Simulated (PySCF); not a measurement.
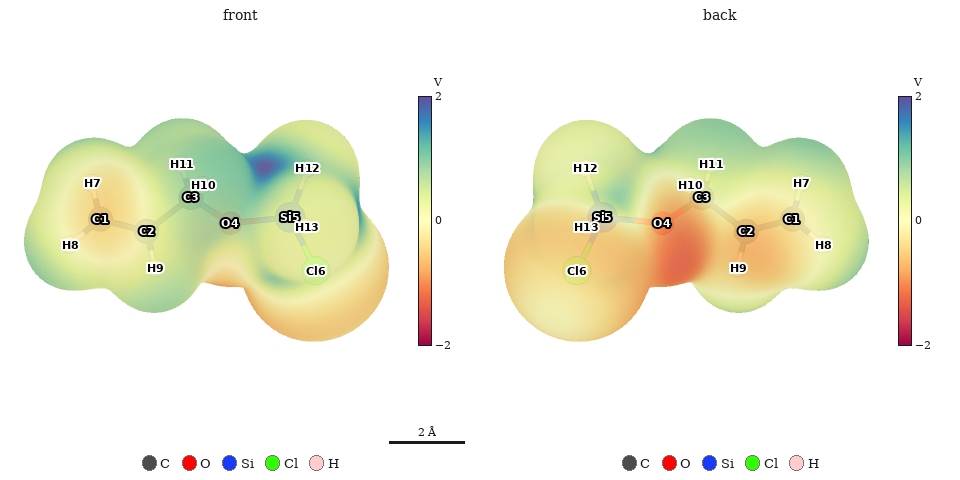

Figure 1: C$_{3}$H$_{7}$ClOSi (SMILES C=CCO[SiH2]Cl). The molecular electrostatic potential painted on the density surface at 0.002 e/bohr³, seen from the front and from behind; red is negative and blue positive.

Geometry: GFN2-xTB.

Computed with wB97X-D/def2-SVPD, SCF density, gas phase in PySCF 2.14.0.

The calculation's input:

```
{"job": {"kind": "uv", "xc": "wB97X-D", "basis": "def2-SVPD", "nstates": 8, "ntriplets": 3}, "charge": 0, "multiplicity": 1}
C     -2.621389     0.148334    -0.302085
C     -1.403185    -0.317136    -0.497795
C     -0.255537    -0.110946     0.442538
O      0.868481     0.328810    -0.273103
Si     2.442993     0.110330    -0.001190
Cl     3.279925     1.032736    -1.556670
H     -2.875230     0.724447     0.572617
H     -3.418217    -0.035858    -1.001525
H     -1.154518    -0.886224    -1.382746
H     -0.024730    -1.057358     0.950719
H     -0.506388     0.634118     1.206311
H      2.870476     0.737575     1.246578
H      2.792932    -1.308342    -0.005119
```

Run with:

```sh
OMP_NUM_THREADS=1 python probes_run.py task.json out
```

Question: Where is the surface potential most negative and most positive?

Answer: The most negative region (about −1.3 V) lies over O4, the most positive (about +1.7 V) over Si5. O4 is the likeliest acceptor of a hydrogen bond.

Question: How polar is the molecule by this calculation?

Answer: Its dipole moment is 2.34 D.
